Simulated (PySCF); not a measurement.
Consider C8H15NSi (SMILES C=C[Si](C=C)(C=C)N(C)C).

```json
{"atom": "Si", "x (Å)": "0.0668", "y (Å)": "0.4243", "z (Å)": "0.0456"}
{"atom": "C", "x (Å)": "0.1404", "y (Å)": "0.6769", "z (Å)": "1.9023"}
{"atom": "C", "x (Å)": "-0.6278", "y (Å)": "-0.0024", "z (Å)": "2.7621"}
{"atom": "H", "x (Å)": "0.8070", "y (Å)": "1.4503", "z (Å)": "2.3077"}
{"atom": "H", "x (Å)": "-1.3188", "y (Å)": "-0.7779", "z (Å)": "2.4112"}
{"atom": "H", "x (Å)": "-0.6084", "y (Å)": "0.1832", "z (Å)": "3.8423"}
{"atom": "C", "x (Å)": "1.8100", "y (Å)": "0.4802", "z (Å)": "-0.6445"}
{"atom": "C", "x (Å)": "2.9216", "y (Å)": "0.4442", "z (Å)": "0.1010"}
{"atom": "H", "x (Å)": "1.9323", "y (Å)": "0.4719", "z (Å)": "-1.7373"}
{"atom": "H", "x (Å)": "2.8811", "y (Å)": "0.4342", "z (Å)": "1.1966"}
{"atom": "H", "x (Å)": "3.9249", "y (Å)": "0.4193", "z (Å)": "-0.3402"}
{"atom": "C", "x (Å)": "-0.9588", "y (Å)": "1.7817", "z (Å)": "-0.7349"}
{"atom": "C", "x (Å)": "-0.4644", "y (Å)": "2.7179", "z (Å)": "-1.5531"}
{"atom": "H", "x (Å)": "-2.0236", "y (Å)": "1.8401", "z (Å)": "-0.4691"}
{"atom": "H", "x (Å)": "0.5921", "y (Å)": "2.7270", "z (Å)": "-1.8452"}
{"atom": "H", "x (Å)": "-1.0835", "y (Å)": "3.5239", "z (Å)": "-1.9637"}
{"atom": "N", "x (Å)": "-0.7118", "y (Å)": "-1.1021", "z (Å)": "-0.2795"}
{"atom": "C", "x (Å)": "-1.6579", "y (Å)": "-1.3099", "z (Å)": "-1.3438"}
{"atom": "C", "x (Å)": "-0.1120", "y (Å)": "-2.3204", "z (Å)": "0.2045"}
{"atom": "H", "x (Å)": "-1.2093", "y (Å)": "-1.8297", "z (Å)": "-2.2156"}
{"atom": "H", "x (Å)": "-2.0608", "y (Å)": "-0.3529", "z (Å)": "-1.7047"}
{"atom": "H", "x (Å)": "-2.5122", "y (Å)": "-1.9275", "z (Å)": "-1.0050"}
{"atom": "H", "x (Å)": "0.6056", "y (Å)": "-2.1096", "z (Å)": "1.0116"}
{"atom": "H", "x (Å)": "-0.8755", "y (Å)": "-3.0101", "z (Å)": "0.6131"}
{"atom": "H", "x (Å)": "0.4329", "y (Å)": "-2.8690", "z (Å)": "-0.5909"}
```

Geometry: PBE0-D3(BJ)/def2-SVP.

The calculation used B3LYP/def2-SVPD, SCF density, gas phase (PySCF 2.14.0).

> What will maps of the electron density and electron localisation function show?

C–C (1.34 Å): ρ at the midpoint is about 2.3 e/Å³; the ELF peaks at about 0.95 between the atoms; a multiple bond.
C–Si (1.87 Å): ρ is about 0.98 e/Å³ halfway; the ELF peaks at about 1 between the atoms, as expected for a shared electron pair.
C–H (1.10 Å): ρ at the midpoint is about 2 e/Å³; the ELF climbs to about 1 towards the hydrogen, as it does in any bond to H: an ordinary covalent bond to hydrogen.

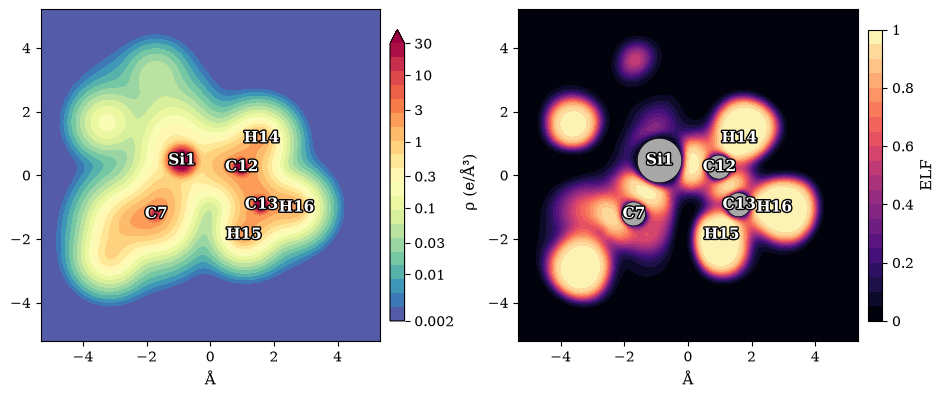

Computed electron density and electron localisation function on the plane of atoms Si1, C12 and C13, in this order. Grey discs cover the atomic cores in the ELF map. 
